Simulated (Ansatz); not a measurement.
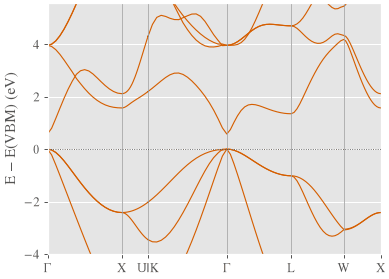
Fig. 1. Band structure from the program Ansatz at the LDA level (PAW)

### Question
Read off the gap and where the band edges lie.

### Answer
About 0.6 eV (0.58 eV by a search for the band edges); maximum at Γ, minimum at Γ.

### Question
Which compound is it?
(A) InP, zinc blende
(B) BeTe, zinc blende
(C) BP, zinc blende
(D) SiC, zinc blende

### Answer
A, InP, zinc blende

Space group F-43m (zinc blende). The cell was relaxed with LDA under the symmetry of its start. Spin–orbit coupling is left out wherever it is not named.

Potentials: the earlier of the program's two PAW sets. The files were generated under PBE; for other functionals the program regenerates the frozen cores, and for LDA and PBEsol the local potential too.
